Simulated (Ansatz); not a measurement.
# [SiH5]− (SMILES [H][Si-]([H])([H])([H])[H]) at PBE/STO-3G

Aim: the vertical ionisation energy of [SiH5]− at PBE/STO-3G, from 2 runs. 

The calculation is run with Ansatz 0.2.0.

## (1) The system as given

The species is [SiH5]− (6 atoms), meant as a singlet with charge -1. SMILES: `[H][Si-]([H])([H])([H])[H]`. The coordinates come from a GFN2-xTB relaxation.

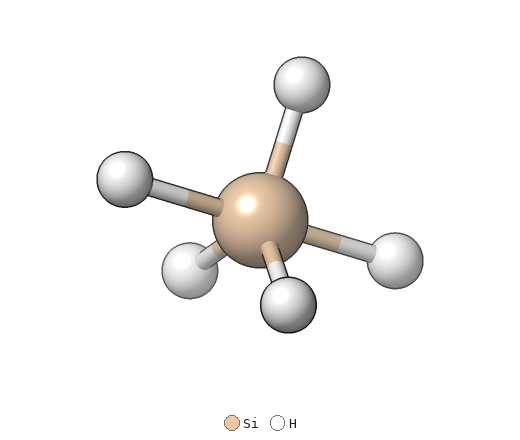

The structure, seen from a chosen angle (silicon light orange, hydrogen white).

## (2) A single-point energy at PBE/STO-3G

run.yaml reads:

```yaml
crystal:
  periodic: [false, false, false]
  atoms:
    - symbol: Si
      position_ang: [-0.000240, 0.000230, 0.001470]
    - symbol: H
      position_ang: [-0.019890, -0.007790, 1.639910]
    - symbol: H
      position_ang: [0.021790, 0.007860, -1.642440]
    - symbol: H
      position_ang: [1.490630, 0.011850, 0.019200]
    - symbol: H
      position_ang: [-0.757550, 1.285100, -0.002620]
    - symbol: H
      position_ang: [-0.734730, -1.297250, -0.015520]
basis:
  gaussian:
    orbitals: STO-3G
total_charge: -1
hamiltonian:
  xc: {name: PBE}
accuracy: high
```

Launch:

```bash
ansatz run run.yaml --threads 1 --pin off --max-ram 2610MiB --events-out events.jsonl --progress --plain --runs-dir runs
```

Output:

```text
Warning: RAYON_NUM_THREADS=1 ignored (pool sized by the plan → 1); use --threads N
Functional definition: PBE
  name "PBE"
  parameter kappa = 0.804
  parameter beta = 0.06672455060314922
  exchange = pbe_x(kappa = kappa, mu = beta*pi^2/3)
  correlation = pbe_c(beta = beta)
222 factors; integrals over basis functions are off by at most 1.5e-8 eV
mean field evaluation 1: about -7853.3934 eV, gradient 2.8e1 eV
mean field evaluation 2: about -7854.0113 eV, gradient 2.4e1 eV
mean field evaluation 4: about -7856.1000 eV, gradient 2.5e-1 eV
mean field evaluation 8: about -7856.0543 eV, gradient 1.3e-3 eV
mean field -7856.05429434 eV, -288.7046702921 hartree, gradient 2.2e-8 eV, S^2 0.000000; 0 other end points of the search recorded, 0 dependent functions left out
reference -7856.05429603 eV, -288.7046703541 hartree; 10, 10 occupied and 4, 4 virtual orbitals, 222 factors
Total energy: -7856.05429603 eV, -288.7046703541 hartree
```

Wall time 0.83 s (1 thread of Arm Neoverse V1, shared host).

## (3) Doublet neutral SiH5 at the same level

in.yaml reads:

```yaml
crystal:
  periodic: [false, false, false]
  atoms:
    - {symbol: Si, position_ang: [-0.000240, 0.000230, 0.001470]}
    - {symbol: H, position_ang: [-0.019890, -0.007790, 1.639910]}
    - {symbol: H, position_ang: [0.021790, 0.007860, -1.642440]}
    - {symbol: H, position_ang: [1.490630, 0.011850, 0.019200]}
    - {symbol: H, position_ang: [-0.757550, 1.285100, -0.002620]}
    - {symbol: H, position_ang: [-0.734730, -1.297250, -0.015520]}
basis:
  gaussian:
    orbitals: STO-3G
hamiltonian:
  xc: pbe
accuracy: high
magnetization:
  spin_polarized: true
  initial_magnetization: 1
```

Launch:

```bash
ansatz run in.yaml --threads 1 --pin off --max-ram 2610MiB --events-out events.jsonl --progress --plain --runs-dir runs
```

Output:

```text
Warning: RAYON_NUM_THREADS=1 ignored (pool sized by the plan → 1); use --threads N
Functional definition: PBE
  name "PBE"
  parameter kappa = 0.804
  parameter beta = 0.06672455060314922
  exchange = pbe_x(kappa = kappa, mu = beta*pi^2/3)
  correlation = pbe_c(beta = beta)
222 factors; integrals over basis functions are off by at most 1.5e-8 eV
mean field evaluation 1: about -7857.7567 eV, gradient 1.1e1 eV
mean field evaluation 2: about -7858.0351 eV, gradient 9.1e0 eV
mean field evaluation 4: about -7858.6195 eV, gradient 1.2e-1 eV
mean field evaluation 8: about -7858.5574 eV, gradient 5.5e-3 eV
mean field evaluation 16: about -7858.5574 eV, gradient 2.2e-8 eV
mean field -7858.55737741 eV, -288.7966568984 hartree, gradient 2.2e-8 eV, S^2 0.758716; 0 other end points of the search recorded, 0 dependent functions left out
reference -7858.55737916 eV, -288.7966569628 hartree; 10, 9 occupied and 4, 5 virtual orbitals, 222 factors
Total energy: -7858.55737916 eV, -288.7966569628 hartree
```

It took 1.3 s on 1 thread of Arm Neoverse V1, shared host; peak memory 0.12 GiB.

## (4) Summary of results

Level: PBE/STO-3G.

```
                                           quantity          value
                      singlet [SiH5]−: total energy  -288.70467 Eh
                 doublet neutral SiH5: total energy  -288.79666 Eh
                         doublet neutral SiH5: ⟨S²⟩          0.759
vertical detachment energy (to the doublet neutral)      -2.503 eV
```

What this shows: The species is unbound against losing an electron at this level, by 2.50 eV (−58 kcal/mol); missing correlation or diffuse functions can give that sign where the real anion is bound. In a minimal basis such a difference can be off by several eV, whatever the method.
